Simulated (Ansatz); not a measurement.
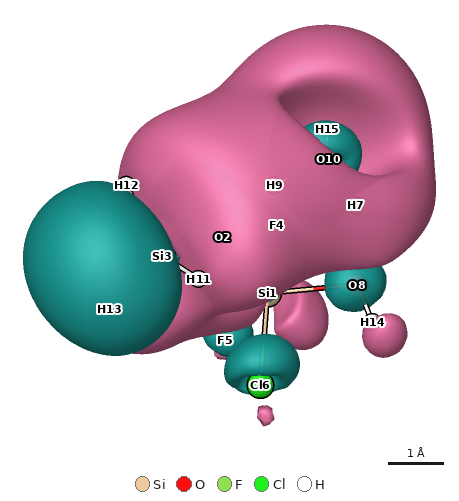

ClF$_{2}$H$_{4}$O$_{2}$Si$_{2}$···H$_{3}$O. The LUMO at ±0.06 Å⁻³ᐟ² (teal and pink are the two phases), seen at a tilt.

A transition-state structure; geometry: PBE0-D4/def2-TZVP.

Method: Ansatz, RKS PBE0-D4/def2-TZVPP.

```csv
atom,x (Å),y (Å),z (Å)
Si,-1.2180,-0.1149,0.4122
O,0.1133,-0.1694,-0.6761
Si,0.6004,0.8933,-1.8863
F,-1.1669,-1.7593,0.5466
F,-2.7223,-0.1408,-0.1053
Cl,-1.2675,2.0986,0.3269
H,0.7622,-0.8060,1.6813
O,-0.5471,-0.0229,1.9745
H,0.9840,-0.8389,0.1098
O,1.4337,-1.2582,1.0350
H,1.3800,2.0169,-1.3245
H,1.4926,0.0631,-2.7351
H,-0.5733,1.3418,-2.6594
H,-0.4711,0.8944,2.2593
H,1.1998,-2.1980,1.0412
```

Q: Describe this orbital and give its energy.

A: Its weight (Hirshfeld) is mainly on Si3 (about 30 %), H15 (about 15 %), O10 (about 10 %) and Si1 (about 5 %). Its energy is −0.42 eV.
